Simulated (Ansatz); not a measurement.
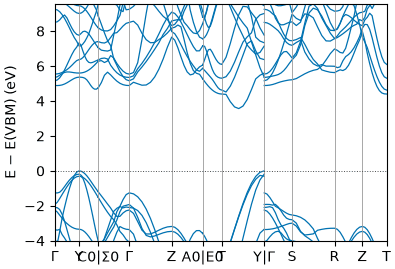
*Band structure from plane-wave PAW r²SCAN (Ansatz code)*

Q: Read off the gap and where the band edges lie.

A: About 3.6 eV (3.56 eV by a search for the band edges); maximum at Y, minimum on the T–Y line, 39 % of the way from T.

The material is C in space group Cmmm (No. 65; C on 8p, C on 8q).

The start of the workflow was typed in or built on a structure type; the Crystallography Open Database copy checked does not list it. It is not the phase usual at ambient conditions (space group No. 194, 227). The r²SCAN relaxation kept the symmetry of its start; whether a distortion lowers the energy is not shown.

Potentials: the earlier of the program's two PAW sets.
